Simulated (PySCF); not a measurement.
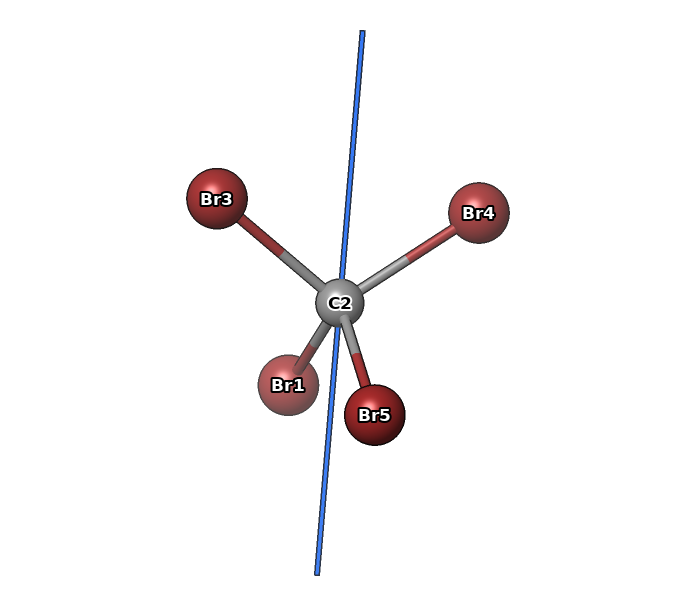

A line through the centre of mass is drawn in. Atoms fade into the background with distance from the viewer. Computed geometry: PBE0-D3(BJ)/def2-SVP optimisation. No frequency run is at hand to confirm it as a minimum.

Question: Is the line a proper rotation axis of the structure, and of what order?

Answer: Yes, a C2 axis. A turn by 180° leaves C2 in place and moves Br1 ↔ Br5; Br3 ↔ Br4. The point group is Td.
